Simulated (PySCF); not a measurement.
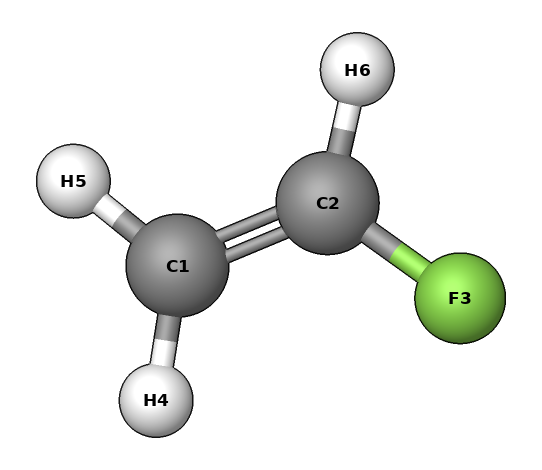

The computed structure is the end point of a PBE0-D3(BJ)/def2-SVP optimisation. No frequency run is at hand to confirm it as a minimum. Level of theory: B3LYP/pcJ-1 indirect spin-spin coupling, non-relativistic, gas phase (PySCF 2.14.0). Isotopes: 13C, 19F, 1H.

Give the spin–spin coupling constants of these pairs, with the number of bonds between them: C1/H4, C1/F3, F3/H6, H5/H6.

| pair | bonds apart | J (Hz) |
| --- | --- | --- |
| C1, H4 | 1 | 169.6 |
| C1, F3 | 2 | 8.0 |
| F3, H6 | 2 | 89.9 |
| H5, H6 | 3 | 5.6 |

Density functionals are unreliable for couplings to fluorine, so those rows may be far off.
